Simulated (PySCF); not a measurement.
**C5H17AlO2Si (SMILES C[O+](C)[AlH2-][O][Si](C)(C)C): density, localisation and related maps**

Input

```
{"job": {"kind": "nmr", "xc": "PBE0", "basis": "pcSseg-1"}, "charge": 0, "multiplicity": 1}
C      2.352132    -0.969781     0.547312
O      2.361372    -0.087213    -0.564893
C      3.581451    -0.034077    -1.281294
Al     1.119101     1.468966    -0.596640
O     -0.243433     0.669746     0.100603
Si    -1.769124     0.112110     0.382103
C     -2.643705    -0.231115    -1.245141
C     -2.739744     1.380644     1.369625
C     -1.637800    -1.485325     1.370612
H      3.103848    -0.657805     1.290731
H      1.345323    -0.914666     0.977874
H      2.563358    -1.994949     0.205487
H      3.833871    -1.036998    -1.659420
H      4.394458     0.339327    -0.637342
H      3.429948     0.650154    -2.126115
H      1.889649     2.486852     0.369619
H      1.121520     1.745705    -2.172912
H     -2.097610    -0.985723    -1.833373
H     -3.668041    -0.603240    -1.082148
H     -2.708590     0.684117    -1.854835
H     -3.753149     1.018227     1.606254
H     -2.839832     2.322565     0.807182
H     -2.229732     1.609899     2.318665
H     -1.123391    -1.313033     2.329973
H     -2.632324    -1.903172     1.595379
H     -1.073458    -2.250375     0.812994
```

Command:

```sh
OMP_NUM_THREADS=1 python probes_run.py task.json out
```

Geometry: PBE0-D3(BJ)/def2-SVP.

Computed with PBE0/pcSseg-1, SCF density, gas phase, non-relativistic (PySCF 2.14.0).

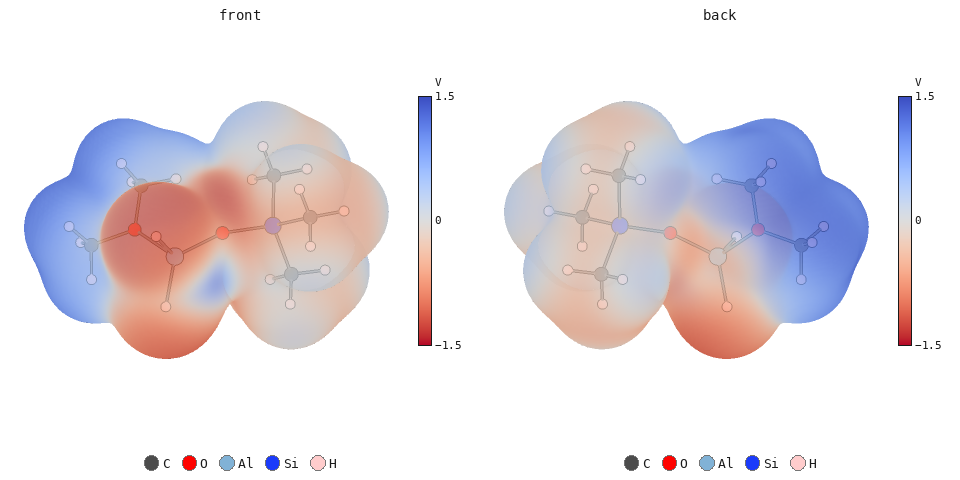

Figure 1. The molecular electrostatic potential painted on the density surface at 0.001 e/bohr³, seen from the front and from behind; red is negative and blue positive.

### Describe the electrostatic potential map.

The most negative region (about −1.1 V) lies over O5, H16 and H17, the most positive (about +1.2 V) over C3, H12 and H13.

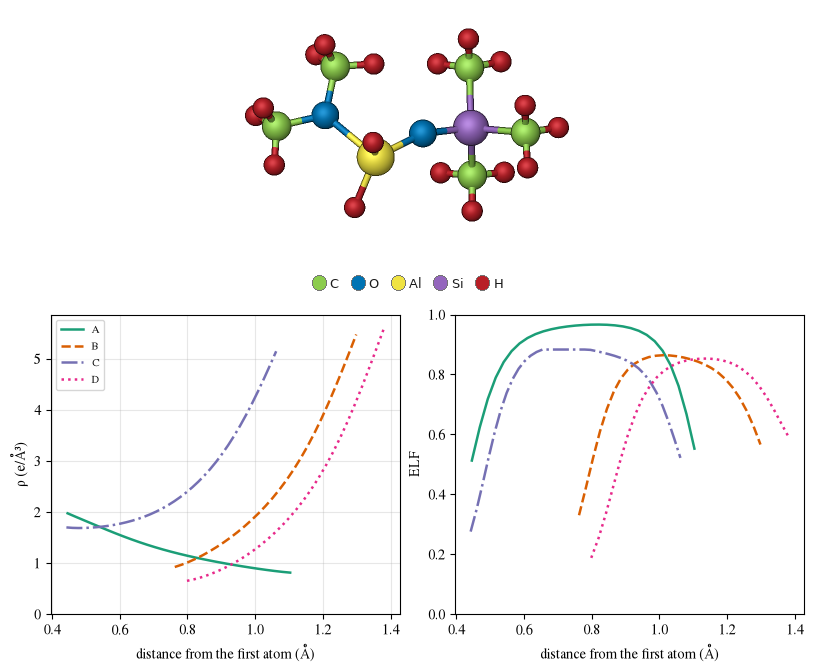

Figure 2. Total electron density and electron localisation function along straight lines between neighbouring atoms. The curves leave out the atomic cores. The structure is drawn too.

### Which curve belongs to which contact (Al–O, C–O, C–Si and Si–O)? The first atom named is at distance zero.

Curve A: C–Si (1.88 Å): ρ at the midpoint is about 0.96 e/Å³; the ELF peaks at about 0.95 between the atoms (localised, covalent bonding). Curve B: Si–O (1.65 Å): ρ at the midpoint is about 1.1 e/Å³; the ELF peaks at about 0.85 between the atoms, as expected for a polar covalent bond. Curve C: C–O (1.42 Å): ρ is about 2 e/Å³ halfway, with its minimum of 1.7 e/Å³ about 0.5 Å from C; the ELF peaks at about 0.90 between the atoms, as expected for a shared but strongly polarised pair. Curve D: Al–O (1.73 Å): the density is about 0.77 e/Å³ at the midpoint; the ELF peaks at about 0.85 in the valence shell of O, 0.6 Å from its nucleus, and is about 0.45 at the midpoint.
